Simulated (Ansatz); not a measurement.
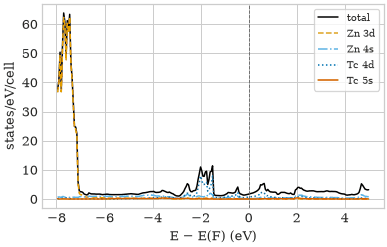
Fig. 1. Total and projected density of states of Zn7Tc in space group Fm-3m (No. 225; Zn on 24d, Zn on 4b, Tc on 4a), r²SCAN in the plane-wave PAW code Ansatz

**Question.** Which orbitals carry the states next to the Fermi level?

**Answer.** Within 0.5 eV of the Fermi level: Tc 4d 43 %, Zn 4s 12 %, outside the projected shells 42 %. Projections are on Löwdin-orthogonalised atomic valence shells; empty p or d shells of many metals are not among them.

The first step of the workflow began from a Materials Project structure, measured or hypothetical; the Crystallography Open Database copy checked does not list it. With Zn and Tc taken as one species the cell has the higher symmetry Fm-3m, so it may be an ordered model of a mixed-site phase. Its standing as an ambient phase is unchecked. The cell was relaxed with r²SCAN under the symmetry of its start; whether a distortion lowers the energy is not shown. No spin polarisation was allowed. Scalar-relativistic: spin–orbit coupling is off unless named, which matters more the heavier the elements.

Potentials: the later of the program's two PAW sets.
